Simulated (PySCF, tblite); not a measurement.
# CH15NOSi5: geometry, infrared bands and NMR shifts

Wanted: the infrared bands and NMR shifts of CH15NOSi5 (`[SiH3]N[Si@@H]([SiH3])C[SiH2]O[SiH3]`), by calculation.

The runs use tblite 0.8.0 and PySCF 2.14.0, with density-fitted response routines of our own; the level of theory stands in each step. All values are computed, except where a source is named. Atoms count from 0, in the outputs and in this text.

### Step 1. The starting structure

23 atoms, charge 0, multiplicity 1; geometry from: force field or distance geometry start.

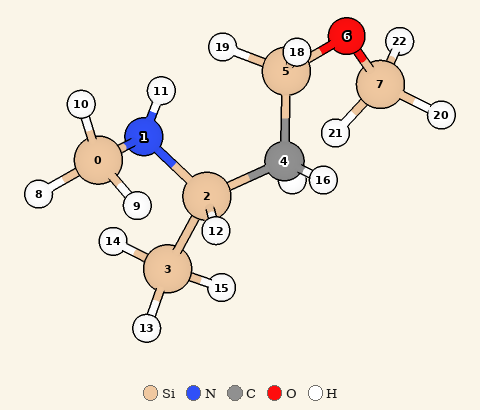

The starting geometry (silicon light orange, nitrogen blue, carbon grey, oxygen red, hydrogen white), atoms numbered.

### Step 2. Optimising the geometry with GFN2-xTB

What the job is given:

```
{"job": {"kind": "relax", "xc": "GFN2-xTB", "basis": "xTB"}, "charge": 0, "multiplicity": 1}
Si    -3.440600     0.834000    -0.227900
N     -1.748600     0.642400    -0.759000
Si    -0.971200    -0.532000     0.356900
Si    -1.134500    -2.528200    -0.635700
C      0.806900    -0.133200     0.723200
Si     1.310800     1.550800     0.148700
O      2.987800     1.816300     0.091900
Si     3.943300     0.410400     0.083800
H     -4.339400     0.017100    -1.043500
H     -3.568800     0.368300     1.161700
H     -3.892300     2.232600    -0.281900
H     -1.323500     1.578100    -0.727900
H     -1.782600    -0.592600     1.587100
H     -2.222800    -3.312900    -0.007900
H     -1.384200    -2.376800    -2.069200
H      0.120200    -3.243700    -0.377100
H      0.908200    -0.168500     1.831300
H      1.424000    -0.928200     0.271700
H      0.748700     2.534200     1.112200
H      0.678400     1.806700    -1.130800
H      4.440200     0.078900     1.435200
H      3.289700    -0.742900    -0.541700
H      5.145500     0.716300    -0.718000
```

On the command line:

```console
OMP_NUM_THREADS=1 python probes_run.py task.json out
```

The driver reads the jobs from task.json and runs them one after another.

**Question.** This job is followed by: GFN2-xTB harmonic vibrations, gas phase; GIAO PBE0/pcSseg-1 NMR shielding, non-relativistic, gas phase. Predict these results of the whole session: strongest single infrared mode (GFN2-xTB); zero-point energy (GFN2-xTB); ¹³C shifts against TMS (PBE0/pcSseg-1); ¹H shifts against TMS (PBE0/pcSseg-1, means over atoms taken as alike); ²⁹Si shifts against TMS (PBE0/pcSseg-1); ¹⁵N shifts against NH3 (PBE0/pcSseg-1); ¹⁷O shifts against H2O (PBE0/pcSseg-1).

As calculated:

```
                                                              quantity                                                      value
                             strongest single infrared mode (GFN2-xTB)                                      1111 cm⁻¹, 893 km/mol
                                          zero-point energy (GFN2-xTB)                                              89.8 kcal/mol
                                ¹³C shifts against TMS (PBE0/pcSseg-1)                                                    5.9 ppm
¹H shifts against TMS (PBE0/pcSseg-1, means over atoms taken as alike)  5.62, 5.21, 5.20, 5.16, 4.63, 3.48, 1.04, 0.17, -0.78 ppm
                               ²⁹Si shifts against TMS (PBE0/pcSseg-1)                     -24.8, -25.4, -45.3, -56.5, -119.6 ppm
                                ¹⁵N shifts against NH3 (PBE0/pcSseg-1)                                                    7.5 ppm
                                ¹⁷O shifts against H2O (PBE0/pcSseg-1)                                                   13.6 ppm
```

The optimisation took 213 steps and gained 1.378 eV; among the close pairs (by a distance rule), O6–Si7 changed most, from 1.700 to 1.614 Å. The lowest mode is imaginary (28i cm⁻¹), so the xTB geometry is not a minimum. The strongest single mode, at 1111 cm⁻¹, moves mainly O6. Unscaled tight-binding wavenumbers are off by several per cent, some by more. Its intensities can rank the bands wrongly. At PBE0/pcSseg-1: Shielding is most anisotropic at O6 (span 131 ppm, paramagnetic term -77 ppm).
